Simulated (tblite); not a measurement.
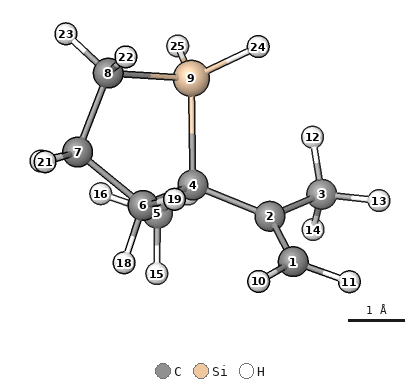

Fig. 1: The input geometry (ball-and-stick view, seen at a tilt; atoms are numbered from 1 in the order of the input). Bond lengths as drawn: C–C 1.33 to 1.54 Å, C–H 1.07 to 1.09 Å, C–Si 1.90 to 1.93 Å and H–Si 1.47 Å.

# C$_{8}$H$_{16}$Si: frequency calculation

C$_{8}$H$_{16}$Si, computed with GFN2-xTB harmonic vibrations, gas phase (tblite 0.8.0).

It belongs to a series of runs on one base structure; here: constitutional isomer.

### Input
```
{"job": {"kind": "ir", "xc": "GFN2-xTB", "basis": "xTB"}, "charge": 0, "multiplicity": 1}
C      2.050691    -0.485914     1.444242
C      1.558941     0.017021     0.321036
C      2.447772     0.824179    -0.584922
C      0.148169    -0.180190    -0.165363
C      0.199098    -0.941125    -1.498059
C     -0.746187    -0.945808     0.824886
C     -2.213327    -0.691970     0.488248
C     -2.419183     0.821668     0.390851
Si    -0.807799     1.481363    -0.375510
H      1.486237    -1.104669     2.117679
H      3.072123    -0.299930     1.734808
H      1.896829     1.639438    -1.049738
H      3.286725     1.237243    -0.030375
H      2.851326     0.193084    -1.376468
H      0.711115    -1.894708    -1.366364
H     -0.802977    -1.141362    -1.869274
H      0.725442    -0.370735    -2.258463
H     -0.519826    -2.014479     0.814653
H     -0.567447    -0.567006     1.833034
H     -2.465216    -1.160508    -0.464926
H     -2.862261    -1.133728     1.248180
H     -2.557591     1.236068     1.389870
H     -3.317208     1.061049    -0.175257
H     -0.225474     2.579103     0.401509
H     -0.940908     1.866064    -1.785146
```

The first line tells a small driver script what to run in tblite; the rest is the geometry in Å.

Command:
```bash
OMP_NUM_THREADS=1 python <driver script> task.json out
```

### The program's output
```
mode    cm-1     km/mol
  1      66.5      0.06
  2      91.9      0.34
  3     125.5      0.27
  4     165.2      0.07
  5     202.8      0.19
  6     232.8      0.04
  7     265.5      0.38
  8     298.4      0.44
  9     344.3      2.57
 10     361.4      2.08
 11     426.5      2.19
 12     450.4     14.58
 13     483.7     35.41
 14     515.5      0.97
 15     527.5     23.17
 16     552.1      1.91
 17     613.7      2.80
 18     669.8    193.92
 19     705.6      1.49
 20     723.2     89.99
 21     776.9    222.16
 22     785.9    100.38
 23     839.5     13.57
 24     884.3     19.23
 25     910.2     26.24
 26     935.9      1.06
 27     960.7      7.26
 28     969.1      6.97
 29     991.9      6.31
 30    1020.1      2.87
 31    1039.0      3.18
 32    1050.8      2.23
 33    1091.5      4.05
 34    1102.8      6.81
 35    1154.4      5.95
 36    1175.0      8.01
 37    1178.3      3.49
 38    1242.4      1.02
 39    1271.3     10.53
 40    1273.5     12.65
 41    1325.5      3.84
 42    1336.5      1.93
 43    1401.4      6.63
 44    1411.0      1.23
 45    1432.2      3.55
 46    1482.7      2.32
 47    1485.5      2.45
 48    1488.3      2.49
 49    1497.5      0.60
 50    1508.2      1.41
 51    1509.6      1.06
 52    1521.3      1.11
 53    1710.5     30.76
 54    2233.8    414.22
 55    2251.7    258.37
 56    2956.0     35.70
 57    2961.6     37.12
 58    2978.0     10.66
 59    2981.9     38.84
 60    2987.1    102.31
 61    2997.8     20.42
 62    2999.6     56.27
 63    3010.6     44.26
 64    3022.2     41.53
 65    3030.2     37.41
 66    3039.1     30.55
 67    3045.0     33.46
 68    3096.7     49.72
 69    3139.8     35.69
```

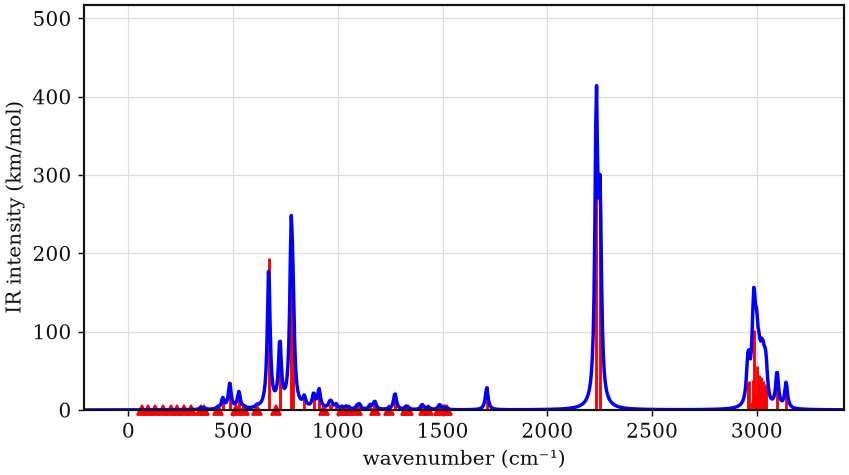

Fig. 2: Harmonic infrared spectrum, unscaled: sticks (degenerate modes added up, dark ones marked on the axis) with a Lorentzian envelope of 16 cm⁻¹ full width, scaled to the tallest stick. 69 modes from 66 to 3140 cm⁻¹, none imaginary. The strongest line is at 2234 cm⁻¹ (414 km/mol).

### Key numbers

| quantity | value |
| --- | --- |
| outcome | converged |
| total energy | −734.4873 eV |
| zero-point energy | 134.8330 kcal/mol |
| hardware | 1 CPU thread, shared host |
| wall time | 4.9 s |
| peak memory | 0.18 GiB |
